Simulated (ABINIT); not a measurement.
## A GW chain in ABINIT: SiC (F-43m)

Wanted: ground state, empty states, screening and self-energy for SiC (F-43m).

Calculated with ABINIT 10.8.3; PBE and many-body steps on it, plane waves.

**The experiments to reproduce.**

- Gap 2.39 eV: band gap at cryogenic temperature; bulk crystal (literature value) (quoted in “Silicon carbide diodes for neutron detection”, 2020, arxiv:2009.14696).

- Gap 2.4 eV: Tauc optical (indirect) gap of annealed polycrystalline 3C-SiC; UV-VIS spectroscopic ellipsometry, Tauc analysis; film (CVD ultrathin polycrystalline film, annealed, about 5 nm grains) (“On-Demand CMOS-Compatible Fabrication of Ultrathin Self-Aligned SiC Nanowire Arrays”, 2018, pmc:6267454).

## Step 1: Starting point

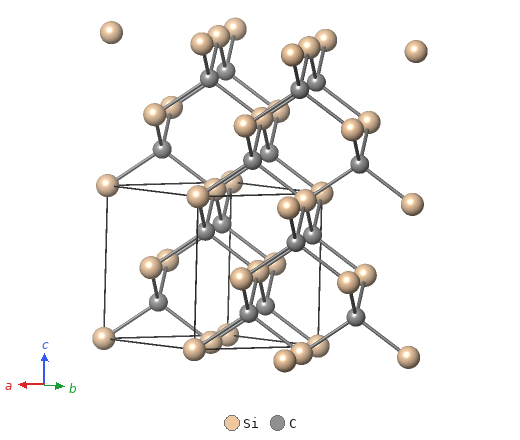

Start, viewed from a free direction; silicon light orange, carbon grey. 1×2×2 cells are drawn. This picture shows the conventional cell, with its axes. Bonds to atoms that aren't drawn are left out. Some periodic images of atoms are drawn too.

The cell and positions come from the Crystallography Open Database and are kept as given unless a step says otherwise.

## Step 2: Ground state

This step: ABINIT 10.8.3; DFT, PBE, plane waves, norm-conserving pseudopotentials.

The ground-state density comes first.

run.abi reads:

```
acell 3*1.0 Angstrom
rprim 
  -0.000000000000 2.179000000000 2.179000000000
  2.179000000000 -0.000000000000 2.179000000000
  2.179000000000 2.179000000000 -0.000000000000
ntypat 2
znucl 14 6
natom 2
typat 1 2
xred 
  0.000000000000 0.000000000000 0.000000000000
  0.250000000000 0.250000000000 0.250000000000
pp_dirpath "pseudos"
pseudos "Si.upf, C.upf"
ecut 37
ngkpt 8 8 8
nshiftk 1
shiftk 0 0 0
kptopt 1
chksymbreak 0
nband 9
occopt 1
tolvrs 1e-10
nstep 60
prtwf 0
optforces 0
optstress 0
indata_prefix "in"
outdata_prefix "out"
tmpdata_prefix "tmp"
```

The run is started by

```bash
> OMP_NUM_THREADS=1 mpirun -n 8 abinit run.abi > log
```

Numbers of over 12 decimals in the logs are rounded to 6 here.

What it wrote:

```text
.Version 10.8.3 of ABINIT. v10.8.2 released Aug 2026.

 Symmetries : space group F-4 3 m (#216); Bravais cF (face-center cubic)
================================================================================
 Values of the parameters that define the memory need of the present run
     intxc =       0    ionmov =       0      iscf =       7    lmnmax =       6
     lnmax =       6     mgfft =      32  mpssoang =       3    mqgrid =    3001
     natom =       2  nloc_mem =       1    nspden =       1   nspinor =       1
    nsppol =       1      nsym =      24    n1xccc =    2501    ntypat =       2
    occopt =       1   xclevel =       2
-    mband =           9        mffmem =           1         mkmem =           4
       mpw =        1514          nfft =       32768          nkpt =          29
================================================================================
  Rough estimation (10% accuracy) of disk space for files :
================================================================================

--------------------------------------------------------------------------------
------------- Echo of variables that govern the present computation ------------
--------------------------------------------------------------------------------
 -outvars: echo values of preprocessed input variables --------
            acell      1.8897261259E+00  1.8897261259E+00  1.8897261259E+00 Bohr

      chksymbreak           0
             ecut      3.70000000E+01 Hartree
-          fftalg         312

              ixc     -101130
              kpt      0.00000000E+00  0.00000000E+00  0.00000000E+00
                       1.25000000E-01  0.00000000E+00  0.00000000E+00
                       2.50000000E-01  0.00000000E+00  0.00000000E+00
                       3.75000000E-01  0.00000000E+00  0.00000000E+00
                       5.00000000E-01  0.00000000E+00  0.00000000E+00
                       1.25000000E-01  1.25000000E-01  0.00000000E+00
                       2.50000000E-01  1.25000000E-01  0.00000000E+00
                       3.75000000E-01  1.25000000E-01  0.00000000E+00
                       5.00000000E-01  1.25000000E-01  0.00000000E+00
   [... 18 further rows ...]
                      -3.75000000E-01  5.00000000E-01  1.25000000E-01
                      -2.50000000E-01  5.00000000E-01  2.50000000E-01
         kptrlatt        8    0    0      0    8    0      0    0    8
          kptrlen      4.65866071E+01
P           mkmem           4
            natom           2
            nband           9
            ngfft          32      32      32
             nkpt          29
            nstep          60
             nsym          24
           ntypat           2
              occ      2.000000  2.000000  2.000000  2.000000  0.000000  0.000000
[...]
optforces           0
        optstress           0
            prtwf           0
            rprim     -0.0000000000E+00  2.1790000000E+00  2.1790000000E+00
[...]
spgroup         216

           tolvrs      1.00000000E-10

             xred      0.0000000000E+00  0.0000000000E+00  0.0000000000E+00
[...]
znucl       14.00000    6.00000

================================================================================

 chkinp: Checking input parameters for consistency.

================================================================================
== DATASET  1 ==================================================================
-   mpi_nproc: 8, omp_nthreads: 1 (-1 if OMP is not activated)

--- !DatasetInfo
iteration_state: {dtset: 1, }
dimensions: {natom: 2, nkpt: 29, mband: 9, nsppol: 1, nspinor: 1, nspden: 1, mpw: 1514, }
cutoff_energies: {ecut:  37.0, pawecutdg:  -1.0, }
electrons: {nelect:   8.00000000E+00, charge:   0.00000000E+00, occopt:   1.00000000E+00, tsmear:   1.00000000E-02, }

 Real(R)+Recip(G) space primitive vectors, cartesian coordinates (Bohr,Bohr^-1):
 R(1)=  0.0000000  4.1177132  4.1177132  G(1)= -0.1214266  0.1214266  0.1214266
 R(2)=  4.1177132  0.0000000  4.1177132  G(2)=  0.1214266 -0.1214266  0.1214266
 R(3)=  4.1177132  4.1177132  0.0000000  G(3)=  0.1214266  0.1214266 -0.1214266
 Unit cell volume ucvol=  1.3963629E+02 bohr^3
 Angles (23,13,12)=  6.00000000E+01  6.00000000E+01  6.00000000E+01 degrees

 getcut: wavevector=  0.0000  0.0000  0.0000  ngfft=  32  32  32
         ecut(hartree)=     37.000   => boxcut(ratio)=   2.00684

--- Pseudopotential description ------------------------------------------------
- Si Generated using ONCVPSP code by D. R. Hamann
- 14.00000   4.00000  171031                  znucl, zion, pspdat
12 -101130 2 -1 1510                          pspcod,pspxc,lmax,lloc,mmax
     nproj     2     2     2
  pspatm : epsatm=    9.34321561
         --- l  ekb(1:nproj) -->
[...]
pspatm: atomic psp has been read  and splines computed

- C Generated using ONCVPSP code by D. R. Hamann
-  6.00000   4.00000  171031                  znucl, zion, pspdat
12 -101130 1 -1 1248                          pspcod,pspxc,lmax,lloc,mmax
     nproj     2     2     0
  pspatm : epsatm=    4.31346680
         --- l  ekb(1:nproj) -->
[...]
1   -4.199961   -0.877517
 pspatm: atomic psp has been read  and splines computed

   1.09253459E+02                                ecore*ucvol(ha*bohr**3)
--------------------------------------------------------------------------------

_setup2: Arith. and geom. avg. npw (full set) are    1500.803    1500.779

================================================================================

--- !BeginCycle
iteration_state: {dtset: 1, }
solver: {iscf: 7, nstep: 60, nline: 4, wfoptalg: 0, }
tolerances: {tolvrs: 1.00E-10, }

     iter   Etot(hartree)      deltaE(h)  residm     vres2
 ETOT  1  -10.168909568532    -1.017E+01 1.492E-01 3.560E+02
 ETOT  2  -10.231491617092    -6.258E-02 4.611E-03 1.493E+02
 ETOT  3  -10.269767516249    -3.828E-02 1.428E-01 1.358E-01
 ETOT  4  -10.269786963279    -1.945E-05 4.462E-02 3.686E-03
 ETOT  5  -10.269787210627    -2.473E-07 7.191E-05 1.612E-04
 ETOT  6  -10.269787226935    -1.631E-08 1.202E-03 9.974E-07
 ETOT  7  -10.269787227057    -1.216E-10 5.882E-03 9.720E-09
 ETOT  8  -10.269787227058    -9.539E-13 2.099E-03 2.203E-10
 ETOT  9  -10.269787227058    -5.151E-14 3.861E-03 3.480E-12

 At SCF step    9       vres2   =  3.48E-12 < tolvrs=  1.00E-10 =>converged.

--- !ResultsGS
iteration_state: {dtset: 1, }
comment   : Summary of ground state results
lattice_vectors:
- [ -0.0000000,   4.1177132,   4.1177132, ]
- [  4.1177132,  -0.0000000,   4.1177132, ]
- [  4.1177132,   4.1177132,  -0.0000000, ]
lattice_lengths: [   5.82333,    5.82333,    5.82333, ]
lattice_angles: [ 60.000,  60.000,  60.000, ] # degrees, (23, 13, 12)
lattice_volume:   1.3963629E+02
convergence: {deltae: -5.151E-14, res2:  3.480E-12, residm:  3.861E-03, diffor:  0.000E+00, }
etotal    :  -1.02697872E+01
entropy   :   0.00000000E+00
fermie    :   2.51183540E-01
cartesian_stress_tensor: null
pressure_GPa: null
xred      :
- [  0.0000E+00,   0.0000E+00,   0.0000E+00, Si]
- [  2.5000E-01,   2.5000E-01,   2.5000E-01,  C]
cartesian_forces: null
force_length_stats: {min: null, max: null, mean: null, }

 Integrated electronic density in atomic spheres:
 ------------------------------------------------
 Atom  Sphere_radius  Integrated_density
    1        2.00000          1.92719290
    2        2.00000          4.23371404
================================================================================

 ----iterations are completed or convergence reached----

 Mean square residual over all n,k,spin=   14.795E-06; max=  38.608E-04
 reduced coordinates (array xred) for    2 atoms
       0.000000000000      0.000000000000      0.000000000000
       0.250000000000      0.250000000000      0.250000000000
 rms dE/dt=  0.0000E+00; max dE/dt=  0.0000E+00; dE/dt below (all hartree)
    1       0.000000000000      0.000000000000      0.000000000000
    2       0.000000000000      0.000000000000      0.000000000000

 cartesian coordinates (angstrom) at end:
    1      0.000000     0.000000     0.000000
    2      1.089500     1.089500     1.089500
 length scales=  1.889726125908  1.889726125908  1.889726125908 bohr
              =  1.000000000000  1.000000000000  1.000000000000 angstroms
 prteigrs : about to open file out_EIG
 Fermi (or HOMO) energy (hartree) =   0.25118   Average Vxc (hartree)=  -0.41495
 Eigenvalues (hartree) for nkpt=  29  k points:
 kpt#   1, nband=  9, wtk=  0.00195, kpt=  0.0000  0.0000  0.0000 (reduced coord)
  -0.31511    0.25118    0.25118    0.25118    0.47989    0.51987    0.51987    0.51987
   0.78510
 prteigrs : prtvol=0 or 1, do not print more k-points.

--- !EnergyTerms
iteration_state     : {dtset: 1, }
comment             : Components of total free energy in Hartree
kinetic             :  5.89032805913900E+00
hartree             :  1.16700143504615E+00
xc                  : -3.77898474893224E+00
Ewald energy        : -1.04656108775139E+01
psp_core            :  7.82414532507906E-01
local_psp           : -4.12559242220302E+00
non_local_psp       :  2.60656794897945E-01
total_energy        : -1.02697872270581E+01
total_energy_eV     : -2.79455146899521E+02
band_energy         :  2.75566795094551E-01

== END DATASET(S) ==============================================================
================================================================================

 -outvars: echo values of variables after computation  --------
           etotal     -1.0269787227E+01
            nband           9
             nkpt          29
          spgroup         216
 [... the other variables as echoed above ...]

 Calculation completed.
```

Elapsed: 3.2 s, on 8 MPI ranks of Arm Neoverse V1, shared host; peak memory 0.47 GiB.

Numbers from this step:

```
total energy               : -279.4551 eV
gap                        : 1.361 eV
k of the valence top       : 0, 0, 0
k of the conduction bottom : 0.5, 0.5, 0
least direct gap           : 4.553 eV
```

The gap is indirect, with the least direct gap 3.19 eV higher.

[end of part 1 of 3]

[Paths, hosts, dates, memory and timing lines, banners, echoed tables and standing remarks are left out of the program output.]

[Logs are printed without paths, hosts, clocks, repeated set-up lines and the standing remarks that a program may print on its own settings, such as how far it seeks lower states.]

[Runs of the session that timed out or met a known fault of the program may be left out.]

[Hosts, paths, dates, database ids (printed as entryN), source tags and the programs' standing remarks are cut or masked in the printed files.]

[G0W0 gaps are taken among the corrected bands and points alone; a level outside them can change the order at an edge.]

[Where Ansatz stands beside ABINIT at settings called matched, ABINIT's density can come from a denser mesh and the files from another edition; pairs whose starting gaps differed by over 0.03 eV were left out, so agreement reads better than it is.]
